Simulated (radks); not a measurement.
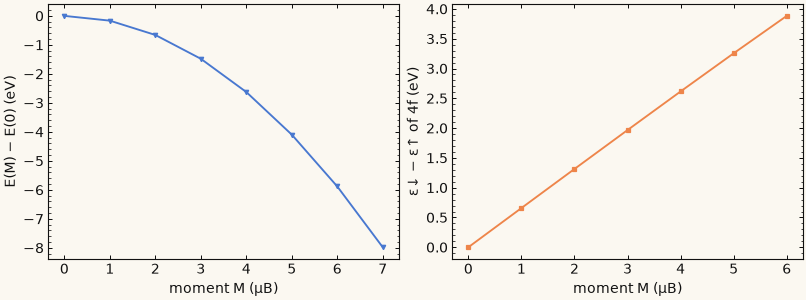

For Eu in [Xe] 4f7 6s2, the spin moment of the 4f shell is fixed at a series of values. The calculation used the in-house radial solver radks at this level: scalar-relativistic Kohn-Sham, LDA (Slater exchange, Perdew-Wang correlation), spin-polarised, spherical densities, point nucleus. The plot shows the energy and the exchange splitting.

Question: Describe both curves.

Answer: The energy falls with the moment, to −7.98 eV at M = 7 μB, the largest moment run, in line with Hund's first rule (at fractional spins the functional's fractional-spin error adds to the fall). A fit E = −I M²/4 gives an exchange integral I of about 0.65 eV, and the exchange splitting grows nearly in proportion to M, to 3.88 eV (0.65 eV per μB).
